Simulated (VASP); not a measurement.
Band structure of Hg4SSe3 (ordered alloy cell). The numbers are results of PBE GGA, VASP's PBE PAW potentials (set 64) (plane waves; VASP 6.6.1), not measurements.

Unless said otherwise, spin-orbit coupling is left out, though it shifts the bands of the heavy elements here.

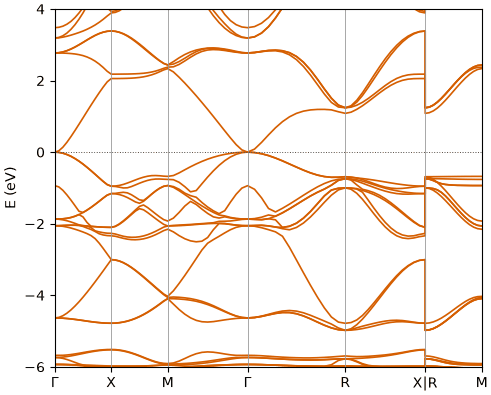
Figure: Bands along high-symmetry lines, zero at the valence-band maximum or, without a gap, the Fermi level

**Question.** Read the plot: is there a gap, and where are the band edges?

**Answer.** It has no gap at this level: it comes out as a metal or semimetal. (Edges off the drawn lines would not show.)

The structure was generated: Hg4SSe3 was put into an ordered model structure (P-43m), which need not be its known phase. It was relaxed first, which changed the volume by +9 %.
